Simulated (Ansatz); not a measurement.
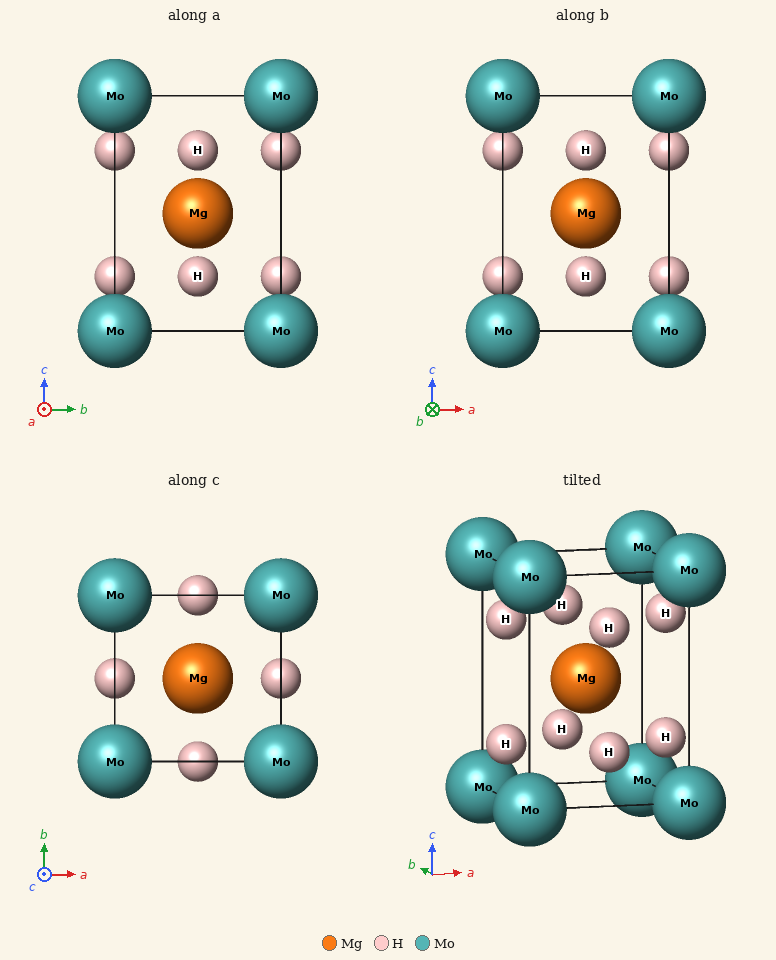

The figure gives a spheres-only picture of the atoms, viewed along the a axis, along the b axis, along the c axis and slightly off an axis. The parallelepiped is the conventional unit cell.

Lattice parameters: a = 3.092 Å, b = 3.092 Å, c = 4.373 Å, α = 90.00°, β = 90.00°, γ = 90.00°. Put a along x and b in the xy plane.

From the views, write a POSCAR file, with free fractional coordinates to two decimals.

Answer.
```
Mg H Mo
1.0
     3.092    0.000    0.000
     0.000    3.092    0.000
     0.000    0.000    4.373
Mg H Mo
1 4 1
Direct
  0.50 0.50 0.50
  0.50 0.00 0.23
  0.00 0.50 0.77
  0.50 0.00 0.77
  0.00 0.50 0.23
  0.00 0.00 0.00
```

Origin of the cell: a structure type filled with these elements by a generator (whether the compound takes this form wasn't checked). It was relaxed at fixed volume with DFT PBE, scalar-relativistic, plane waves, PAW (Ansatz).

At this level of theory the cell isn't at rest (compressed, at 13 GPa), so its distances can differ from those at equilibrium, the more so the softer the solid.
